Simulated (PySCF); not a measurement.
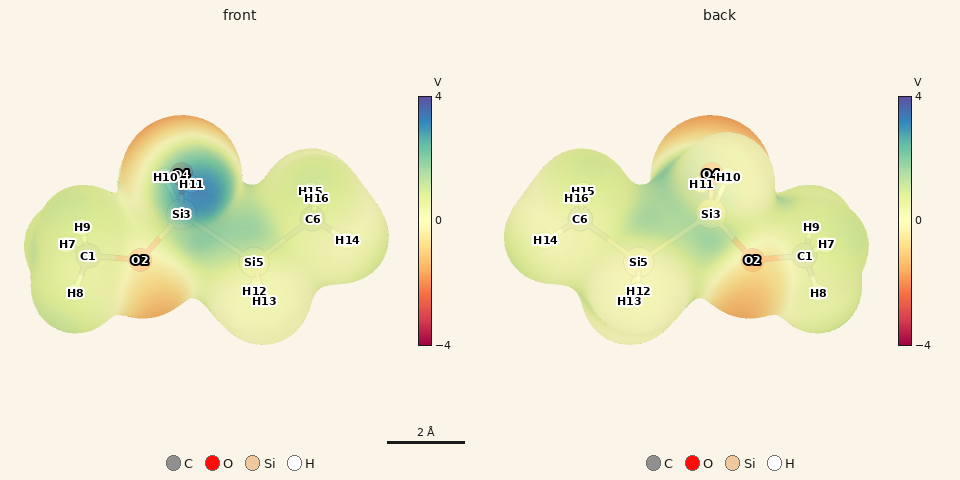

*C2H10O2Si2. The electrostatic potential painted on the density surface at 0.004 e/bohr³, seen from the front and from behind; the colour scale runs from red (negative) to blue (positive).*

Geometry: GFN2-xTB.

These are results of PySCF 2.14.0, PBE0/pcSseg-1, SCF density, gas phase, non-relativistic, not measurements.

```yaml
atoms:
  - { symbol: C, position_ang: [-3.0421, -0.0776, 0.0233] }
  - { symbol: O, position_ang: [-1.7025, -0.4352, 0.1863] }
  - { symbol: Si, position_ang: [-0.3878, 0.3200, -0.4191] }
  - { symbol: O, position_ang: [-0.3822, 1.9197, -0.0706] }
  - { symbol: Si, position_ang: [1.2402, -0.9423, 0.5838] }
  - { symbol: C, position_ang: [2.9430, -0.1578, 0.2631] }
  - { symbol: H, position_ang: [-3.3966, -0.3761, -0.9662] }
  - { symbol: H, position_ang: [-3.6281, -0.5930, 0.7855] }
  - { symbol: H, position_ang: [-3.1778, 1.0016, 0.1296] }
  - { symbol: H, position_ang: [-0.4688, 0.4747, -1.8731] }
  - { symbol: H, position_ang: [-0.3180, 2.2531, 0.8202] }
  - { symbol: H, position_ang: [1.2919, -2.3206, 0.0709] }
  - { symbol: H, position_ang: [1.1273, -1.0749, 2.0519] }
  - { symbol: H, position_ang: [3.7392, -0.7440, 0.7105] }
  - { symbol: H, position_ang: [3.1487, -0.0849, -0.8009] }
  - { symbol: H, position_ang: [3.0059, 0.8464, 0.6732] }
```

Question: Which sites attract a positive test charge, and which a negative one?

Answer: A positive charge is drawn to the negative regions and a negative charge to the positive ones. The most negative region (about −1.6 V) lies over O4, the most positive (about +3.2 V) over H11. O4 is the likeliest acceptor of a hydrogen bond.
